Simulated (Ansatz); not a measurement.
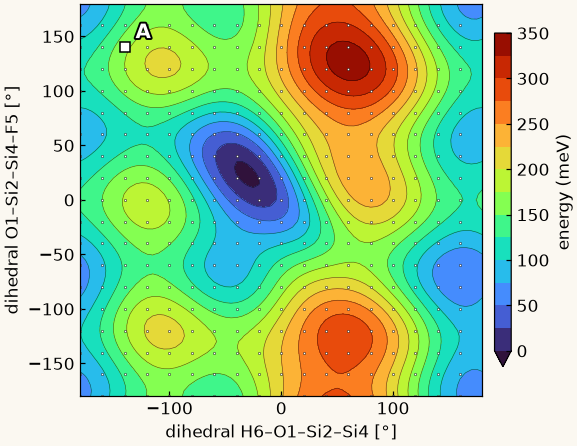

F₂H₄OSi₂, SMILES O[SiH](F)[SiH2]F. The first coordinate is: dihedral H6–O1–Si2–Si4; the second: dihedral O1–Si2–Si4–F5. Nothing is relaxed (all other coordinates rigid). The scan uses an 18 × 18 grid. All energies are given in meV relative to the lowest grid point. The calculation used RKS PBE0-D4/def2-SVP in Ansatz 0.2.0.

The picture shows filled contours, dots at the grid points, the point A. Between grid points the surface is interpolated.

Q: Which way does the force act at A, and how strong is it?

A: A, at dihedral H6–O1–Si2–Si4 = −140°, dihedral O1–Si2–Si4–F5 = 140°, is not a stationary point. The computed force is 1.7 meV for each degree towards smaller values of dihedral H6–O1–Si2–Si4 and 1 meV for each degree towards larger values of dihedral O1–Si2–Si4–F5.
